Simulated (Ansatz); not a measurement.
System: zinc-blende BeSe. Method: PBE-D3(BJ) (Ansatz, a quantum-chemistry and plane-wave program, plane waves, PAW).

Settings: plane-wave cutoff 520 eV, 12×12×12 k mesh, Fermi–Dirac smearing 0.01 eV, scalar-relativistic PAW data made under PBE.

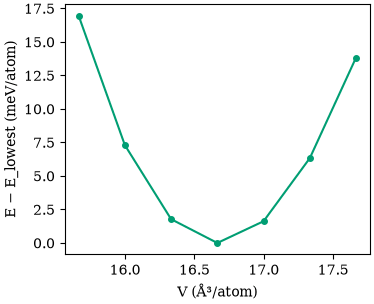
Total energy against volume

Question: From the curve, estimate the equilibrium volume and the bulk modulus.

Answer: V0 ≈ 16.7 Å³/atom and B0 ≈ 82 GPa; the fit gives V0 = 16.667 Å³/atom, B0 = 81.6 GPa, B′ = 3.9.

Measured, for comparison: bulk modulus 92.2 GPa (temperature not stated, no zero-point or thermal correction; as tabulated in Inakpenu et al., APS March Meeting 2017, C27.9); equilibrium volume per atom 16.96 Å³/atom (temperature not stated, no zero-point or thermal correction; as tabulated in Bernardini et al. (2000), arXiv:cond-mat/0007180). Computed (rounded) less measured: bulk modulus -11 %, equilibrium volume per atom -1.7 %. A static lattice is as a rule a little smaller and stiffer than an uncorrected measurement, which narrows the difference in the equilibrium volume per atom and would widen misses of the other sign.

The computed numbers hold no vibrational or temperature effects.

The result took about 50 core-seconds (a rough figure).
